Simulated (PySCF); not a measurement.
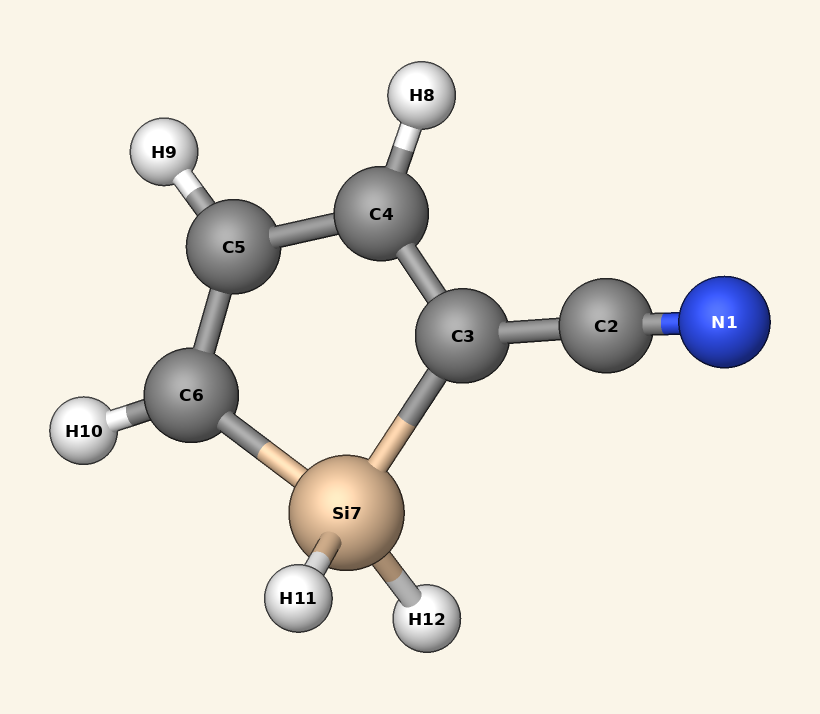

Every bond is drawn as one stick. The geometry was computed by an optimisation with PBE0-D3(BJ)/def2-SVP. No frequency run is at hand to confirm it as a minimum. Computed with PBE0/STO-3G (PySCF 2.14.0).

List the Mayer bond orders of N1–C2, C2–C3, C3–C4, C3–Si7, C4–C5, C4–H8, C5–C6, C5–H9, C6–Si7, C6–H10, Si7–H11 (one bond of each equivalent set).

```
   bond  Mayer order  length (Å)
  N1–C2         2.81       1.162
  C2–C3         1.13       1.414
  C3–C4         1.74       1.359
 C3–Si7         0.85       1.891
  C4–C5         1.09       1.471
  C4–H8         0.96       1.095
  C5–C6         1.85       1.351
  C5–H9         0.96       1.095
 C6–Si7         0.90       1.873
 C6–H10         0.96       1.092
Si7–H11         0.92       1.491
```
